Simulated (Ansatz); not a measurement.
The dipole moment down a group: O to Te

One atom is swapped for its congeners: C3H8OSi `C=CO[SiH2]C`; C3H8SSi `C=CS[SiH2]C`; C3H8SeSi `C=C[Se][SiH2]C`; C3H8SiTe `C=C[Te][SiH2]C`. All are singlets with charge 0.

Shapes, held fixed at every level: PBE0-D4/def2-TZVP. Flexible molecules stand in one conformer, not always the lowest. Programs: Ansatz 0.2.0. Values in D.

```tsv
level	C3H8OSi	C3H8SSi	C3H8SeSi	C3H8SiTe
PBE-D4/def2-TZVPP	1.06	1.04	0.93	1.44
r2SCAN-D4/def2-TZVPP	1.07	1.05	0.97	1.55
B3LYP-D4/def2-TZVPP	1.04	1.04	0.94	1.44
wB97M-V/def2-TZVPP	1.04	1.01	0.96	1.52
```

At wB97M-V/def2-TZVPP the dipole moment isn't monotonic: it is largest for Te and smallest for Se (1.52 and 0.96 D). Every level shows the same order. For atoms past krypton def2 sets carry core potentials with scalar relativity. Relativity is left out for Se unless named. Magnitudes only: a dipole under 1 D may point either way.

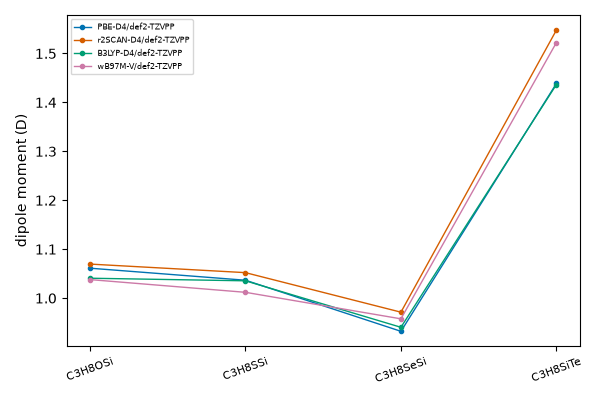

The trend along the series, level by level.
